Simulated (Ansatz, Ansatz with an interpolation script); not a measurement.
**Settings in Wannier-interpolated G0W0: Ca3P2O8 (Tuite)**

How do the Wannier model and the GW settings move the interpolated bands of Ca3P2O8 (Tuite)?

Main program and level: Ansatz 0.2.0; maximally localised Wannier functions, LDA, plane waves, PAW; PAW set soft_1.

**1. The starting structure**

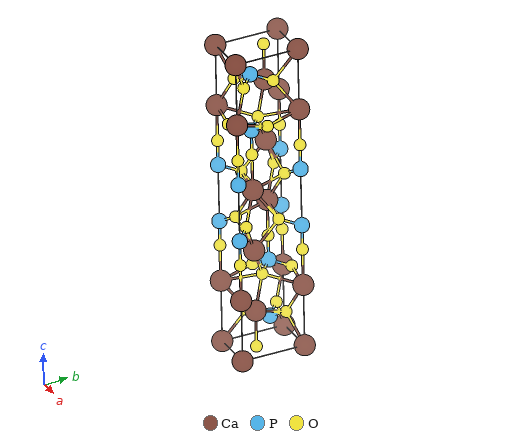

The cell as given, slightly off an axis (calcium brown, phosphorus blue, oxygen yellow). This picture shows the conventional cell, with its axes. Bonds to atoms that aren't drawn are left out. Some periodic images of atoms are drawn too.

As a file:

```cif
data_structure
_symmetry_space_group_name_H-M 'R-3m:H'
_symmetry_Int_Tables_number 166
_cell_length_a 5.2487
_cell_length_b 5.2487
_cell_length_c 18.6735
_cell_angle_alpha 90.000
_cell_angle_beta 90.000
_cell_angle_gamma 120.000
_cell_volume 445.51
loop_
_atom_site_label
_atom_site_type_symbol
_atom_site_symmetry_multiplicity
_atom_site_Wyckoff_symbol
_atom_site_fract_x
_atom_site_fract_y
_atom_site_fract_z
_atom_site_occupancy
Ca1 Ca 3 a 0.00000 0.00000 0.00000 1
Ca2 Ca 6 c 0.00000 0.00000 0.20360 1
P1 P 6 c 0.33333 0.66667 0.07187 1
O1 O 6 c 0.00000 0.00000 0.32350 1
O2 O 18 h 0.17423 0.82577 0.09937 1
```

The cell and positions come from the Crystallography Open Database and are kept as given unless a step says otherwise.

**2. Wannier model on 8×8×8**

input.yaml

```yaml
crystal:
  lattice:
    - [2.62435, 1.5151691789, 6.2245]
    - [-2.62435, 1.5151691789, 6.2245]
    - [0.0, -3.0303383579, 6.2245]
  atoms:
    - { symbol: Ca, position: [0.0, 0.0, 0.0] }
    - { symbol: Ca, position: [0.2036, 0.2036, 0.2036] }
    - { symbol: Ca, position: [0.7964, 0.7964, 0.7964] }
    - { symbol: P, position: [0.4052, 0.4052, 0.4052] }
    - { symbol: P, position: [0.5948, 0.5948, 0.5948] }
    - { symbol: O, position: [0.3235, 0.3235, 0.3235] }
    - { symbol: O, position: [0.6765, 0.6765, 0.6765] }
    - { symbol: O, position: [0.2736, 0.7509, 0.2736] }
    - { symbol: O, position: [0.2736, 0.2736, 0.7509] }
    - { symbol: O, position: [0.7509, 0.2736, 0.2736] }
    - { symbol: O, position: [0.7264, 0.2491, 0.7264] }
    - { symbol: O, position: [0.2491, 0.7264, 0.7264] }
    - { symbol: O, position: [0.7264, 0.7264, 0.2491] }
kpoints:
  mp_grid: { grid: [4, 4, 4] }
hamiltonian:
  xc: lda
  pseudopotentials: { kind: paw, azcp: { folder: soft_1 }, xc_functional: pbe }
scf:
  occupations: { method: fixed }
  n_extra_bands: 78
output:
  wannier:
    kmesh: [8, 8, 8]
    projections:
      - { species: Ca, l: s, shell: 4 }
      - { species: O, l: p, shell: 2 }
      - { species: P, l: s, shell: 3 }
      - { species: P, l: p, shell: 3 }
    minimise: true
    write_hr: true
    seedname: w
    conv_tol: 1.0e-06
    max_iter: 20000
    stability_check: false
    disentanglement:
      window: [3.08, 20.73]
      frozen_window: [3.08, 12.75]
      conv_tol: 1.0e-08
```

Launch:

```
$ ansatz run input.yaml --threads 2 --pin off --max-ram 92160MiB --backend cuda --events-out ev --progress --plain --runs-dir out --devices 1 --max-vram 13GiB
```

Numbers of over 12 decimals in the logs are rounded to 6 here.

Output:

```text
scf.n_extra_bands = 78 over 44 filled bands (N_el = 88.0): the run solves 122 bands
GPUs: using 1 of 1 available (devices: 1).
Engine: ansatz 0.2.0, x86_64-unknown-linux-gnu
Pseudopotentials: kind: paw
Pseudopotential: Ca, paw, valence charge 10, recommended cutoff 420 eV (normal), soft_1/Ca.paw.azcp
Pseudopotential: P, paw, valence charge 5, recommended cutoff 420 eV (normal), soft_1/P.paw.azcp
Pseudopotential: O, paw, valence charge 6, recommended cutoff 420 eV (normal), soft_1/O.paw.azcp
Functional definition: SPW92
  exchange = slater_x
  correlation = pw_c
device memory: the entry about to start is reckoned to put 3.5 GiB on a device that reports 33.0 GiB free (of which the cap on the GPU budget leaves the run 13.0 GiB)
GPU FFT provider: cuFFT
GPU libraries: cuBLAS 13.8.2, cuFFT 12.4.0, cuSOLVER 12.3.4
Crystal: 13 atoms, lattice volume = 148.504 Å³
Basis set: ecut = 420 eV, 2901 PW (Γ)
Bands: 122, of which v1, the nominal top of the filled ones, is band 44 counted from 1 (43 counted from 0)
Symmetry: 12 space group operations
Space group: R-3m (ITA 166), of the structure as read, at distance tolerance 5.3e-5 Å
k-points: 13 of 64
Non-local potential: Ca, projectors of the file, l = 0: 3, l = 1: 2, l = 2: 2
Non-local potential: P, projectors of the file, l = 0: 2, l = 1: 2, l = 2: 1
Non-local potential: O, projectors of the file, l = 0: 2, l = 1: 2, l = 2: 1
PAW form: soft (Blöchl's): semilocal exchange-correlation on the pseudo side does not see the compensation charge
PAW frozen core: Ca, regenerated for the run's functional, and the local potential with it (the file was generated under x = pbe(κ = 0.804, μ = 0.219515), c = pbe(β = 0.066725))
PAW frozen core: P, regenerated for the run's functional, and the local potential with it (the file was generated under x = pbe(κ = 0.804, μ = 0.219515), c = pbe(β = 0.066725))
PAW frozen core: O, regenerated for the run's functional, and the local potential with it (the file was generated under x = pbe(κ = 0.804, μ = 0.219515), c = pbe(β = 0.066725))
PAW one-centre angular grid: Ca, 110 points (default); XC on 64 Gauss nodes
PAW one-centre angular grid: P, 110 points (default); XC on 64 Gauss nodes
PAW one-centre angular grid: O, 110 points (default); XC on 64 Gauss nodes
Initial density: superposition of atomic densities (chi_scale 0.1, normalization cell, long waves kept (reshape's long-wave potential 0.09 eV rms))
Initial wavefunctions: pseudopotential atomic-orbital guess
GPU buffer pool allocated for 110592 grid points (all kernels)
GPU transforms: local potential and band sums: pruned to the plane-wave sphere, on 48×48×48
Functional: x = slater, c = lda
[...]
SCF iter   3: F=—  HF=-11230.625418 eV  |F-HF|=—  |Δ(HF+E_count)|=   3.30e-1  Δρ=1.44e-2  dr2=1.77e-1  ethr=1.55e-3  ⟨swp⟩=3.2  Hψ=1272  notcnv=0  defer=983
SCF iter   4: F=—  HF=-11230.603988 eV  |F-HF|=—  |Δ(HF+E_count)|=   2.14e-2  Δρ=7.86e-3  dr2=7.13e-2  ethr=2.01e-4  ⟨swp⟩=2.8  Hψ=1478  notcnv=0  defer=987
SCF iter   5: F=—  HF=-11230.587341 eV  |F-HF|=—  |Δ(HF+E_count)|=   1.66e-2  Δρ=1.15e-3  dr2=1.19e-3  ethr=8.11e-5  ⟨swp⟩=2.0  Hψ=1565  notcnv=0  defer=986
SCF iter   6: F=—  HF=-11230.587403 eV  |F-HF|=—  |Δ(HF+E_count)|=   6.20e-5  Δρ=5.88e-4  dr2=3.18e-4  ethr=1.35e-6  ⟨swp⟩=2.2  Hψ=1128  notcnv=0  defer=987
SCF iter   7: F=—  HF=-11230.587339 eV  |F-HF|=—  |Δ(HF+E_count)|=   6.40e-5  Δρ=1.37e-4  dr2=1.41e-5  ethr=3.62e-7  ⟨swp⟩=2.0  Hψ=1157  notcnv=0  defer=986
SCF iter   8: F=—  HF=-11230.587611 eV  |F-HF|=—  |Δ(HF+E_count)|=   2.72e-4  Δρ=1.99e-5  dr2=4.01e-7  ethr=1.60e-8  ⟨swp⟩=2.1  Hψ=1313  notcnv=0  defer=981
SCF iter   9: F=-11230.587611 eV  HF=-11230.587611 eV  |F-HF|=1.40e-9  |Δ(HF+E_count)|=   4.04e-8  Δρ=4.16e-6  dr2=1.28e-8  ethr=1.14e-10  ⟨swp⟩=14.9  Hψ=14380  notcnv=0
SCF 1 converged in 9 iterations: F = -11230.587611 eV  dr2 = 1.28e-8
[...]
device memory: the entry about to start is reckoned to put 4.1 GiB (of the 4.2 GiB reckoned in all, the device holds 0.1 GiB already) on a device that reports 32.5 GiB free (of which the cap on the GPU budget leaves the run 12.9 GiB)
NSCF: frozen V_eff on 13 k-points
[...]
device memory: the entry about to start is reckoned to put 3.2 GiB on a device that reports 33.0 GiB free (of which the cap on the GPU budget leaves the run 13.0 GiB)
NSCF: frozen V_eff on 68 k-points
the Wannier pass solved 68 of the 512 points of its mesh, and has the states at the others by symmetry: states obtained by the crystal's operations at points that were solved too leave a residual of 3.79e-13 eV (read by the count's bands and the next), within 8.33e-6 eV
SCF converged after 9 iterations
Free energy (F): -11230.587611 eV
Harris-Foulkes:  -11230.587611 eV  (|F-HF|=1.40e-9)
Internal energy: -11230.587611 eV  (E = F + TS)
E sigma→0 (E₀):  -11230.587611 eV
Fermi energy:    6.835649 eV
--- Per-component energies (eV) ---
  E_band       = -392.832017
  E_kinetic    = 2279.666816
  E_local      = -4554.111959  (includes V_loc(G=0)·N_el)
  E_nonlocal   = 777.160799
  E_hartree    = 1518.021300
  E_xc         = -1097.368042
  E_vxc        = -1335.061036  (∫ρ·V_xc dr)
  E_paw        = -4744.753596  (= ΣΔE_a)
  E_vpaw       = -596.532530  (= ΣTr[D̂ρ^β])
  E_aug_tail   = 0.006356  (compensation charges beyond the density's cutoff)
  E_ewald      = -5411.068858
  E_core_change = 1.859573  (= ΣΔE_core)
  E_smearing   = -0.000000  (= −TS)
  E_closure    = 0.000000  (closes the sum)
  Σ components = -11230.587611   (vs F -11230.587611, Δ=0.00e0)
--- Band table (eV; the first three rows and the last of 13) ---
  k-point 0: bands = [... 40 lower, 6.3709, 6.3709, 6.4638, 6.7575, 12.2475, 12.5714, 12.5714, 13.7623, ... 74 higher]
  k-point 1: bands = [... 40 lower, 6.2379, 6.3248, 6.4346, 6.6186, 12.6842, 12.9937, 13.0838, 13.6932, ... 74 higher]
  k-point 2: bands = [... 40 lower, 6.2486, 6.3054, 6.3085, 6.6101, 13.2126, 13.2600, 13.3274, 13.7089, ... 74 higher]
  k-point 12: bands = [... 40 lower, 6.4841, 6.7357, 6.8356, 6.8356, 12.2881, 12.2881, 13.1772, 13.3968, ... 74 higher]
```

Wall time 38 s (1 × NVIDIA H100 80GB HBM3 (shared by 6 runs) with 2 threads of AMD EPYC 7R13 (Zen 3), shared host); peak memory 2.2 GiB.

In the SCF lines HF is the Harris–Foulkes energy and dr2 the Hartree energy of the density residual, in eV; the loop may stop once dr2 is under the threshold and the program's other checks hold. Hψ counts applications of the Hamiltonian.

The run ended with an error after its SCF cycle had converged; no result of it is taken.

**3. Wannier model on 8×8×8**

Localised functions give a small Hamiltonian that interpolates between mesh points at no cost.

Edit input.yaml of step 2 so:

```diff
@@ -42,3 +42,3 @@
     disentanglement:
-      window: [3.08, 20.73]
+      window: [3.08, 25.87]
       frozen_window: [3.08, 12.75]
```

Output:

```text
[...]
GPUs: using 1 of 1 available (devices: 1).
[...]
GPU FFT provider: cuFFT
GPU libraries: cuBLAS 13.8.2, cuFFT 12.4.0, cuSOLVER 12.3.4
Crystal: 13 atoms, lattice volume = 148.504 Å³
Basis set: ecut = 420 eV, 2901 PW (Γ)
Bands: 122, of which v1, the nominal top of the filled ones, is band 44 counted from 1 (43 counted from 0)
Symmetry: 12 space group operations
[...]
k-points: 13 of 64
[...]
GPU buffer pool allocated for 110592 grid points (all kernels)
[...]
SCF iter   1: F=—  HF=-11236.877859 eV  |F-HF|=—  |Δ(HF+E_count)|=         —  Δρ=8.16e-2  dr2=1.81e1  ethr=3.10e-3  ⟨swp⟩=5.9  Hψ=6092  notcnv=0  defer=971
[...]
SCF iter   9: F=-11230.587611 eV  HF=-11230.587611 eV  |F-HF|=1.40e-9  |Δ(HF+E_count)|=   4.04e-8  Δρ=4.16e-6  dr2=1.28e-8  ethr=1.14e-10  ⟨swp⟩=14.9  Hψ=14380  notcnv=0
SCF 1 converged in 9 iterations: F = -11230.587611 eV  dr2 = 1.28e-8
[...]
NSCF: frozen V_eff on 13 k-points
[...]
SCF converged after 9 iterations
Free energy (F): -11230.587611 eV
[...]
Internal energy: -11230.587611 eV  (E = F + TS)
E sigma→0 (E₀):  -11230.587611 eV
Fermi energy:    6.835649 eV
[...]
--- Band table (eV; the first three rows and the last of 13) ---
  k-point 0: bands = [... 40 lower, 6.3709, 6.3709, 6.4638, 6.7575, 12.2475, 12.5714, 12.5714, 13.7623, ... 74 higher]
  k-point 1: bands = [... 40 lower, 6.2379, 6.3248, 6.4346, 6.6186, 12.6842, 12.9937, 13.0838, 13.6932, ... 74 higher]
  k-point 2: bands = [... 40 lower, 6.2486, 6.3054, 6.3085, 6.6101, 13.2126, 13.2600, 13.3274, 13.7089, ... 74 higher]
  k-point 12: bands = [... 40 lower, 6.4841, 6.7357, 6.8356, 6.8356, 12.2881, 12.2881, 13.1772, 13.3968, ... 74 higher]
Wannier search: line search 1 of at most 20000: gauge-dependent spread (as the search counts it) 263.6878211 Å², largest recent change 3.1e1 Å² against conv_tol 1.0e-6 Å², 0 stops escaped
[...]
WARN: <dir> 3200 periodic images of 3170 elements of H(R) lie 4.88e-4 to 1.95e-3 Å beyond their element's nearest image, near the 9.77e-4 Å window within which an element is shared among its images; whether they share it moves the interpolated H(k) by 5.5e-3 eV (Frobenius norm, root mean square over the Brillouin zone); at the model's own mesh points H(k) does not change
```

Run time: 1.7 min. Hardware: 1 × NVIDIA H100 80GB HBM3 (shared by 6 runs) with 2 threads; peak memory 2.3 GiB; 2 min of CPU time.

This step gave:

- gauge-invariant spread: 57.63 Å²
- diagonal spread: 0.02283 Å²
- off-diagonal spread: 5.901 Å²
- total spread: 63.56 Å²
- least projectability: 7.44e-10
- localisation steps: 1367
- disentanglement steps: 1814
- r.m.s. interpolation error: 8.10e-4 eV
- r.m.s. error near the gap: 0.001063 eV

Near the gap the model misses directly solved bands by 1.1 meV r.m.s. and by 15 meV at most in the window tested. This tests the starting bands, not the corrections carried with them.

Frozen up to 5.91 eV; above it the model need not follow the bands. Electronic bands along the path, in eV, zero at the valence-band top:

```csv
point,band 41,band 42,band 43,band 44,band 45,band 46,band 47,band 48
Γ,-0.46,-0.46,-0.37,-0.08,5.41,5.74,5.74,6.93
T,-0.35,-0.10,0.00,0.00,5.45,5.45,6.69,6.72
H2,-0.58,-0.44,-0.37,-0.30,6.20,6.75,7.16,7.81
jump to H0,-0.58,-0.44,-0.37,-0.30,6.20,6.75,7.16,7.81
L,-0.59,-0.53,-0.53,-0.23,6.54,6.63,6.63,7.79
Γ,-0.46,-0.46,-0.37,-0.08,5.41,5.74,5.74,6.93
S0,-0.54,-0.46,-0.44,-0.29,6.21,6.94,7.12,7.83
jump to S2,-0.54,-0.46,-0.44,-0.29,6.21,6.94,7.12,7.83
F,-0.62,-0.48,-0.22,-0.19,6.29,6.52,6.73,7.71
Γ,-0.46,-0.46,-0.37,-0.08,5.41,5.74,5.74,6.93
```

The same for Kohn-Sham, solved directly:

```csv
point,band 41,band 42,band 43,band 44,band 45,band 46,band 47,band 48
Γ,-0.46,-0.46,-0.37,-0.08,5.41,5.74,5.74,6.93
T,-0.35,-0.10,0.00,0.00,5.45,5.45,6.34,6.56
H2,-0.58,-0.44,-0.37,-0.30,6.08,6.61,6.74,7.07
H0,-0.58,-0.44,-0.37,-0.30,6.08,6.61,6.74,7.07
L,-0.59,-0.53,-0.53,-0.23,6.38,6.42,6.49,6.87
Γ,-0.46,-0.46,-0.37,-0.08,5.41,5.74,5.74,6.93
S0,-0.54,-0.46,-0.44,-0.29,6.09,6.65,6.82,7.05
S2,-0.54,-0.46,-0.44,-0.29,6.09,6.65,6.82,7.05
F,-0.62,-0.48,-0.22,-0.19,6.18,6.41,6.63,6.82
Γ,-0.46,-0.46,-0.37,-0.08,5.41,5.74,5.74,6.93
```

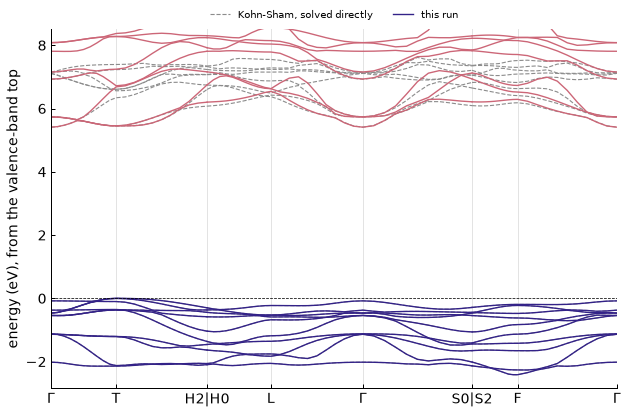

Electronic bands along the path; lines of filled and empty bands in two colours; dashed: Kohn-Sham, solved directly.

**4. Wannier model on 4×4×4**

Edit input.yaml of step 3 so:

```diff
@@ -29,3 +29,3 @@
   wannier:
-    kmesh: [8, 8, 8]
+    kmesh: [4, 4, 4]
     projections:
```

Output:

```text
scf.n_extra_bands = 78 over 44 filled bands (N_el = 88.0): the run solves 122 bands
GPUs: using 1 of 1 available (devices: 1).
Engine: ansatz 0.2.0, x86_64-unknown-linux-gnu
Pseudopotentials: kind: paw
Pseudopotential: Ca, paw, valence charge 10, recommended cutoff 420 eV (normal), soft_1/Ca.paw.azcp
Pseudopotential: P, paw, valence charge 5, recommended cutoff 420 eV (normal), soft_1/P.paw.azcp
Pseudopotential: O, paw, valence charge 6, recommended cutoff 420 eV (normal), soft_1/O.paw.azcp
Functional definition: SPW92
  exchange = slater_x
  correlation = pw_c
device memory: the entry about to start is reckoned to put 3.5 GiB on a device that reports 55.8 GiB free (of which the cap on the GPU budget leaves the run 13.0 GiB)
GPU FFT provider: cuFFT
GPU libraries: cuBLAS 13.8.2, cuFFT 12.4.0, cuSOLVER 12.3.4
Crystal: 13 atoms, lattice volume = 148.504 Å³
Basis set: ecut = 420 eV, 2901 PW (Γ)
Bands: 122, of which v1, the nominal top of the filled ones, is band 44 counted from 1 (43 counted from 0)
Symmetry: 12 space group operations
Space group: R-3m (ITA 166), of the structure as read, at distance tolerance 5.3e-5 Å
k-points: 13 of 64
Non-local potential: Ca, projectors of the file, l = 0: 3, l = 1: 2, l = 2: 2
Non-local potential: P, projectors of the file, l = 0: 2, l = 1: 2, l = 2: 1
Non-local potential: O, projectors of the file, l = 0: 2, l = 1: 2, l = 2: 1
PAW form: soft (Blöchl's): semilocal exchange-correlation on the pseudo side does not see the compensation charge
PAW frozen core: Ca, regenerated for the run's functional, and the local potential with it (the file was generated under x = pbe(κ = 0.804, μ = 0.219515), c = pbe(β = 0.066725))
[...]
NSCF: frozen V_eff on 13 k-points
[...]
device memory: the entry about to start is reckoned to put 2.8 GiB on a device that reports 53.2 GiB free (of which the cap on the GPU budget leaves the run 13.0 GiB)
NSCF: frozen V_eff on 16 k-points
the Wannier pass solved 16 of the 64 points of its mesh, and has the states at the others by symmetry: states obtained by the crystal's operations at points that were solved too leave a residual of 4.64e-13 eV (read by the count's bands and the next), within 8.33e-6 eV
SCF converged after 9 iterations
Free energy (F): -11230.587611 eV
Harris-Foulkes:  -11230.587611 eV  (|F-HF|=1.40e-9)
Internal energy: -11230.587611 eV  (E = F + TS)
E sigma→0 (E₀):  -11230.587611 eV
Fermi energy:    6.835649 eV
--- Per-component energies (eV) ---
  E_band       = -392.832017
  E_kinetic    = 2279.666816
  E_local      = -4554.111959  (includes V_loc(G=0)·N_el)
  E_nonlocal   = 777.160799
  E_hartree    = 1518.021300
  E_xc         = -1097.368042
  E_vxc        = -1335.061036  (∫ρ·V_xc dr)
  E_paw        = -4744.753596  (= ΣΔE_a)
  E_vpaw       = -596.532530  (= ΣTr[D̂ρ^β])
  E_aug_tail   = 0.006356  (compensation charges beyond the density's cutoff)
  E_ewald      = -5411.068858
  E_core_change = 1.859573  (= ΣΔE_core)
  E_smearing   = -0.000000  (= −TS)
  E_closure    = 0.000000  (closes the sum)
  Σ components = -11230.587611   (vs F -11230.587611, Δ=0.00e0)
--- Band table (eV; the first three rows and the last of 13) ---
  k-point 0: bands = [... 40 lower, 6.3709, 6.3709, 6.4638, 6.7575, 12.2475, 12.5714, 12.5714, 13.7623, ... 74 higher]
  k-point 1: bands = [... 40 lower, 6.2379, 6.3248, 6.4346, 6.6186, 12.6842, 12.9937, 13.0838, 13.6932, ... 74 higher]
  k-point 2: bands = [... 40 lower, 6.2486, 6.3054, 6.3085, 6.6101, 13.2126, 13.2600, 13.3274, 13.7089, ... 74 higher]
  k-point 12: bands = [... 40 lower, 6.4841, 6.7357, 6.8356, 6.8356, 12.2881, 12.2881, 13.1772, 13.3968, ... 74 higher]
```

Elapsed: 18 s, on 1 × NVIDIA H100 80GB HBM3 (shared by 6 runs) with 2 threads; peak memory 1.1 GiB.

The run ended with an error after its SCF cycle had converged; no result of it is taken.

[end of part 1 of 2]

[Paths, hosts, dates, memory and timing lines, banners, echoed tables and standing remarks are left out of the program output.]

[Logs are printed without paths, hosts, clocks, repeated set-up lines and the standing remarks that a program may print on its own settings, such as how far it seeks lower states.]

[Runs of the session that timed out or met a known fault of the program may be left out.]

[Hosts, paths, dates, database ids (printed as entryN), source tags and the programs' standing remarks are cut or masked in the printed files.]
